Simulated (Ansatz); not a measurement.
# Geometry relaxation of CH₇FGe (part 2 of 2)

CH₇FGe; RKS LDA/def2-SVP (Ansatz 0.2.0). The input holds or restrains some coordinates. It belongs to a series of runs on one base structure; here: pulled along the bonds that form and break, towards end A.

Geometry of the input (Å):
```
Ge 0.0000  0.0000  0.0000
C  0.0000  0.0000  2.3100
H  -0.9996  -0.3092  2.6805
H  0.7676  -0.7111  2.6805
H  0.2320  1.0203  2.6805
H  1.4616  0.0000  -0.5162
H  -0.7300  1.2648  -0.5162
H  -0.7300  -1.2648  -0.5162
F  0.7368  -1.7285  0.6243
H  0.5078  -1.1914  1.7500
```

### Trajectory as extended XYZ, continued
```
10
Properties=species:S:1:pos:R:3:forces:R:3 step=3 energy=-60259.35608
Ge   -0.0868    0.2007    0.0821    1.7523  -3.7014   1.0090
C    -0.0861    0.1708    2.2309    1.0024  -4.0756  -1.3009
H    -1.0043   -0.2945    2.6758   -0.0694   0.7245  -0.3427
H     0.7314   -0.6590    2.6626   -1.2660   1.9833  -0.8807
H     0.2389    1.0635    2.6968    0.2680   1.7101   0.7202
H     1.4362    0.0154   -0.5046   -1.1495   0.6248   0.6150
H    -0.7526    1.3095   -0.5235   -1.1528   2.1452  -0.6857
H    -0.7302   -1.2247   -0.5063    0.1017   1.6564   0.6137
F     0.8547   -1.9957    0.7949    0.6499  -1.2828  -0.1404
H     0.6450   -1.5061    1.5686   -0.1366   0.2156   0.3925
10
Properties=species:S:1:pos:R:3:forces:R:3 step=4 energy=-60259.73054
Ge   -0.1043    0.2446    0.1361    1.3735  -3.0773   0.0996
C    -0.1132    0.2146    2.1831    1.4250  -3.1957   0.0071
H    -1.0087   -0.2694    2.6583   -0.1495   0.8021  -0.4271
H     0.6941   -0.6001    2.6254   -1.1069   1.6607  -1.1233
H     0.2385    1.1013    2.7049   -0.1551   0.8399   0.1476
H     1.3985    0.0364   -0.4804   -1.0194   0.5925   0.6952
H    -0.7776    1.3578   -0.5349   -0.7206   1.3850  -0.3359
H    -0.7246   -1.1715   -0.4796    0.1396   1.4479   0.7623
F     0.9322   -2.1722    0.8230    0.7625  -1.5974  -1.4302
H     0.7112   -1.6614    1.5412   -0.5492   1.1425   1.6046
10
Properties=species:S:1:pos:R:3:forces:R:3 step=6 energy=-60260.56259
Ge   -0.0793    0.1754    0.1455    0.0915   0.0271  -0.0015
C    -0.0701    0.1680    2.1012    0.0264  -0.1341   0.3725
H    -1.0517   -0.1527    2.5228    0.1009   0.1253  -0.1292
H     0.7100   -0.5184    2.5209   -0.0376   0.0946  -0.1632
H     0.1779    1.1691    2.5295   -0.0771  -0.1602  -0.1808
H     1.3827    0.1910   -0.3561   -0.1270   0.0108  -0.0291
H    -0.8023    1.4462   -0.3779    0.0122  -0.0754   0.1028
H    -0.8321   -1.0803   -0.3427    0.0349   0.0814  -0.0549
F     1.1363   -2.3521    0.8375   -0.6157   0.5042   1.1908
H     0.6747   -1.9661    1.5964    0.5915  -0.4736  -1.1074
10
Properties=species:S:1:pos:R:3:forces:R:3 step=8 energy=-60260.51776 accepted=F
Ge   -0.1008    0.2257    0.1372    0.3497  -0.5666   0.0604
C    -0.0182    0.0933    2.0861   -0.2173   0.3010   0.0132
H    -1.0256   -0.1592    2.4728   -0.0347   0.0880   0.1507
H     0.7400   -0.5953    2.5341   -0.0729   0.1843  -0.4379
H     0.2472    1.1135    2.4180   -0.0508   0.1069   0.3530
H     1.3455    0.2661   -0.3877   -0.0090   0.0671  -0.1273
H    -0.8649    1.4746   -0.3723    0.0024  -0.0080   0.2408
H    -0.8140   -1.0330   -0.3933   -0.0511   0.0135  -0.1407
F     1.1956   -2.1995    1.0128    0.3822  -0.3304  -0.2504
H     0.5415   -2.1061    1.6696   -0.2987   0.1441   0.1382
10
Properties=species:S:1:pos:R:3:forces:R:3 step=9 energy=-60260.61535
Ge   -0.0703    0.1782    0.1374   -0.0501   0.1787   0.0771
C    -0.0442    0.1417    2.0927    0.0376  -0.0296  -0.0770
H    -1.0231   -0.1787    2.5055    0.0004   0.0140   0.0046
H     0.7612   -0.5392    2.4366    0.0411  -0.0023   0.0625
H     0.1941    1.1448    2.5051   -0.0397  -0.0177  -0.0582
H     1.3617    0.2416   -0.4244   -0.0106  -0.0104   0.0040
H    -0.8313    1.4520   -0.3115   -0.0068  -0.0258  -0.0014
H    -0.8205   -1.0466   -0.4223    0.0116  -0.0217  -0.0005
F     1.1975   -2.2591    1.0198    0.0537  -0.1338   0.0562
H     0.5211   -2.0545    1.6383   -0.0372   0.0486  -0.0673
10
Properties=species:S:1:pos:R:3:forces:R:3 step=11 energy=-60260.61156 accepted=F
Ge   -0.0594    0.1708    0.1534    0.0364   0.1570   0.1154
C    -0.0160    0.1429    2.1089    0.0235   0.0204  -0.1219
H    -0.9902   -0.1832    2.5260   -0.0222  -0.0015   0.0502
H     0.8048   -0.5085    2.4752   -0.0316  -0.0417  -0.0496
H     0.1883    1.1668    2.4815   -0.0291   0.0343   0.0128
H     1.3697    0.2688   -0.4087   -0.0090  -0.0055  -0.0256
H    -0.8654    1.4107   -0.3081   -0.0127  -0.0327   0.0100
H    -0.7647   -1.0857   -0.3976   -0.0101  -0.0426  -0.0109
F     1.2166   -2.2516    1.0712   -1.1045   0.1282   0.5949
H     0.3626   -2.0508    1.4755    1.1595  -0.2160  -0.5756
10
Properties=species:S:1:pos:R:3:forces:R:3 step=13 energy=-60260.63211
Ge   -0.0530    0.1745    0.1563   -0.0624   0.1158   0.0829
C    -0.0198    0.1508    2.1122    0.0123  -0.0455  -0.0927
H    -1.0047   -0.1425    2.5311   -0.0133   0.0145  -0.0054
H     0.7678   -0.5441    2.4730    0.0015   0.0256  -0.0101
H     0.2257    1.1614    2.4976   -0.0005   0.0095  -0.0139
H     1.3720    0.2911   -0.4126   -0.0015   0.0068   0.0010
H    -0.8932    1.3857   -0.3167    0.0054  -0.0048   0.0107
H    -0.7299   -1.1040   -0.3857    0.0001  -0.0082   0.0034
F     1.1945   -2.2653    1.0589    0.3056  -0.2104  -0.0554
H     0.3867   -2.0275    1.4630   -0.2473   0.0967   0.0795
10
Properties=species:S:1:pos:R:3:forces:R:3 step=15 energy=-60260.64067
Ge   -0.0444    0.1673    0.1720   -0.0473   0.1183   0.1291
C    -0.0106    0.1516    2.1272   -0.0109   0.0995  -0.1222
H    -1.0076   -0.0955    2.5466   -0.0054   0.0046  -0.0044
H     0.7480   -0.5675    2.4966    0.0115  -0.0085  -0.0179
H     0.2711    1.1626    2.4876   -0.0072  -0.0115   0.0154
H     1.3734    0.3233   -0.4032    0.0065  -0.0044  -0.0036
H    -0.9315    1.3341   -0.3155   -0.0190   0.0155  -0.0015
H    -0.6737   -1.1460   -0.3490   -0.0078  -0.0278  -0.0116
F     1.1941   -2.2655    1.1062    0.4266  -0.2692  -0.0124
H     0.3274   -1.9843    1.3086   -0.3470   0.0835   0.0291
10
Properties=species:S:1:pos:R:3:forces:R:3 step=16 energy=-60260.64253 accepted=F
Ge   -0.0398    0.1506    0.1871   -0.0254   0.3382   0.1548
C    -0.0066    0.1606    2.1418    0.0170   0.0832  -0.1143
H    -1.0069   -0.0752    2.5596    0.0071  -0.0180  -0.0020
H     0.7452   -0.5655    2.5107   -0.0253  -0.0407  -0.0141
H     0.2835    1.1706    2.4980   -0.0105   0.0116  -0.0317
H     1.3760    0.3123   -0.3924   -0.0132  -0.0106  -0.0108
H    -0.9467    1.3003   -0.3090   -0.0089  -0.0429  -0.0284
H    -0.6494   -1.1805   -0.3222   -0.0025  -0.0496   0.0323
F     1.1887   -2.2772    1.1501   -0.5726   0.1388   0.0783
H     0.3022   -1.9159    1.1535    0.6343  -0.4100  -0.0642
10
Properties=species:S:1:pos:R:3:forces:R:3 step=18 energy=-60260.64666
Ge   -0.0365    0.1671    0.1807   -0.0474   0.2137   0.1291
C     0.0034    0.1566    2.1343   -0.0063   0.0439  -0.1294
H    -0.9888   -0.1151    2.5501   -0.0048   0.0119   0.0042
H     0.7703   -0.5647    2.4834   -0.0264   0.0389   0.0015
H     0.2667    1.1683    2.5024    0.0051   0.0244   0.0113
H     1.3776    0.3271   -0.4040   -0.0093   0.0019  -0.0044
H    -0.9498    1.3101   -0.3178    0.0011  -0.0142  -0.0129
H    -0.6440   -1.1645   -0.3312   -0.0062  -0.0317   0.0197
F     1.1632   -2.2610    1.1765    0.4392  -0.3141   0.0422
H     0.2840   -1.9437    1.2028   -0.3449   0.0253  -0.0612
```

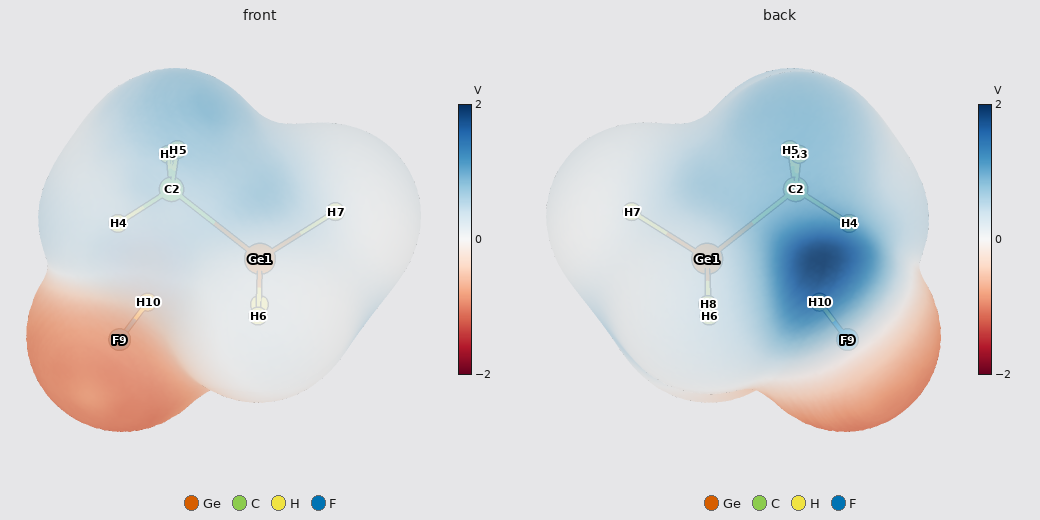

**Figure 1.** The electrostatic potential painted on the density surface at 0.001 e/bohr³, seen at a tilt and from behind; the colour scale runs from red (negative) to blue (positive). A positive charge is drawn to the negative regions and a negative charge to the positive ones.

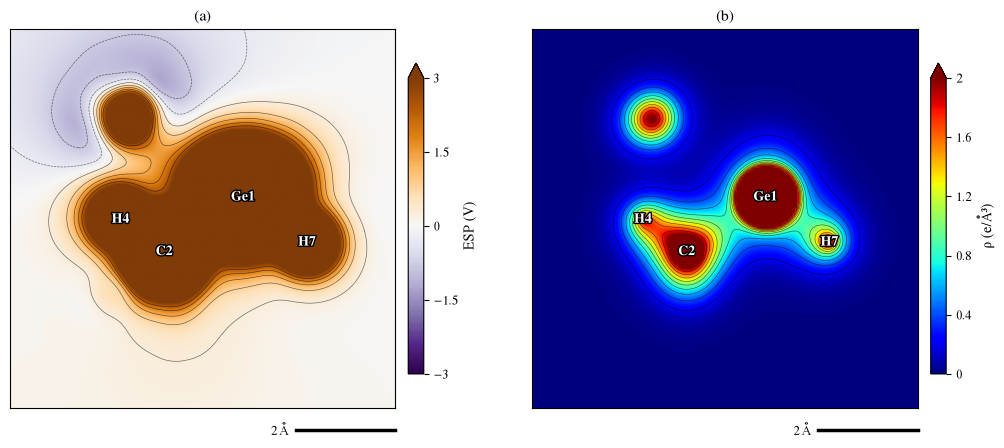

**Figure 2.** (a) electrostatic potential; (b) electron density on the plane of atoms C2, Ge1 and H7. The section cuts through Ge, C and H sites. C–Ge (1.95 Å): ρ is about 0.86 e/Å³ halfway. C–H (1.11 Å): ρ is about 1.9 e/Å³ halfway. Ge–H (1.55 Å): ρ at the midpoint is about 1 e/Å³, with its minimum of 0.88 e/Å³ about 0.9 Å from Ge.

### Key numbers

```json
{"quantity": "outcome", "value": "converged under the restraints of the input"}
{"quantity": "total energy", "value": "−60260.6467 eV"}
{"quantity": "mean-field energy", "value": "−60260.6467 eV"}
{"quantity": "largest force (length of the vector) at the end, held atoms and coordinates included", "value": "0.542 eV/Å"}
{"quantity": "hardware", "value": "2 threads of Intel Xeon (Sapphire Rapids), 32 GiB of memory available, shared host"}
{"quantity": "wall time", "value": "14 s (CPU time 26 s)"}
{"quantity": "peak memory", "value": "0.15 GiB"}
```
